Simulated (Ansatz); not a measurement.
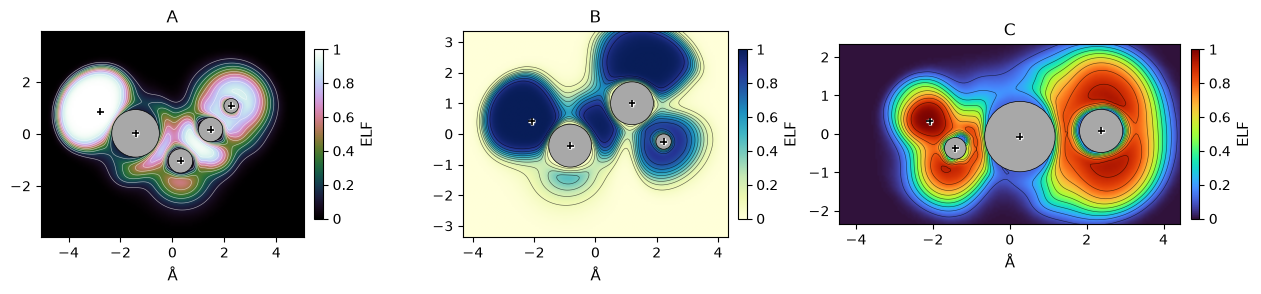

The electron localisation function of 3 systems, each on a plane through atoms (crosses mark nuclei in the plane; grey discs cover the cores).

Theory: isolated molecule in a Gaussian basis; Kohn-Sham density functional theory, functional PBE0 in Ansatz.

System 1: B$_{2}$GaH$_{3}$O (SMILES O=B[BH2-][GaH+]), the plane of atoms B1, B2 and Ga3. Geometry: B3LYP-D3(BJ)/def2-SVP.

```xyz
7

B    -1.4684   -1.2992    1.4155
B    -0.4702   -0.2243    0.6162
Ga   -1.3369    1.5654    1.0278
O    -2.2279   -2.0296    2.0147
H     0.6462   -0.1029    1.0913
H    -0.5196   -0.2786   -0.6008
H    -2.0159    2.9712    1.3498
```

System 2: FH$_{3}$Si$_{2}$ (SMILES F[Si][SiH3]), the plane of atoms Si2, Si3 and H5. Geometry: r2SCAN-D4/def2-TZVP.

```xyz
6

F    -1.8286   -1.5944   -2.0117
Si   -1.4897   -0.2830   -1.1212
Si    0.5079    0.3323   -2.3903
H     0.1631    0.5115   -3.8308
H     1.1550    1.5834   -1.9066
H     1.5079   -0.7718   -2.2967
```

System 3: GaH$_{2}$OS (SMILES [OH][Ga+][SH]) (charge +1), the plane of atoms Ga1, O2 and H4. Geometry: PBE0-D3(BJ)/def2-SVP.

```xyz
5

Ga   -0.2319    0.0879    0.2828
O     0.9201   -0.5473    1.3717
S    -1.7918    0.9473   -0.8677
H     1.5722   -1.2190    1.1177
H    -0.9780    1.9586   -1.2768
```

Q: Which map belongs to which system?

A: Panel A is system 1, B$_{2}$GaH$_{3}$O: the plane holds B, Ga, O and H. B–O (1.21 Å): the ELF peaks at about 0.85 between the atoms (a short, strongly polar bond). Panel B is system 2, FH$_{3}$Si$_{2}$: the plane holds F, Si and H. Si–F (1.62 Å): the ELF peaks at about 0.85 in the valence shell of F, 0.5 Å from its nucleus, and is about 0.55 at the midpoint. Panel C is system 3, GaH$_{2}$OS: the plane holds Ga, O, S and H. Ga–O (1.71 Å): the ELF peaks at about 0.80 in the valence shell of O, 0.6 Å from its nucleus, and is about 0.25 at the midpoint.
